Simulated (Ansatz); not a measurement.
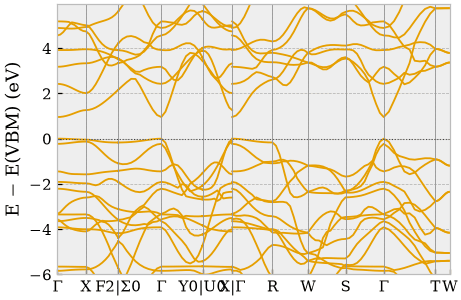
Figure. Band structure from PBE (plane waves, PAW; program Ansatz)

### Question
Read off the gap and where the band edges lie.

### Answer
About 1.0 eV (0.96 eV by a search for the band edges); maximum at Γ, minimum at Γ.

The material is TaNO in space group Imma (No. 74; Ta on 4e, N on 4e, O on 4e).

The start of the workflow was typed in or built on a structure type; neither database checked (COD, Materials Project) lists it. COD files the formula under space group No. 12, 14, 191. Whether it is the stable phase at ambient conditions was not checked. The cell was relaxed with PBE under the symmetry of its start; its stability against distortions is not shown here. No spin polarisation was allowed. The volume moved by 16 % from the start of the relaxation. Scalar-relativistic: spin–orbit coupling is off unless named, which matters more the heavier the elements.

Potentials: the earlier of the program's two PAW sets.
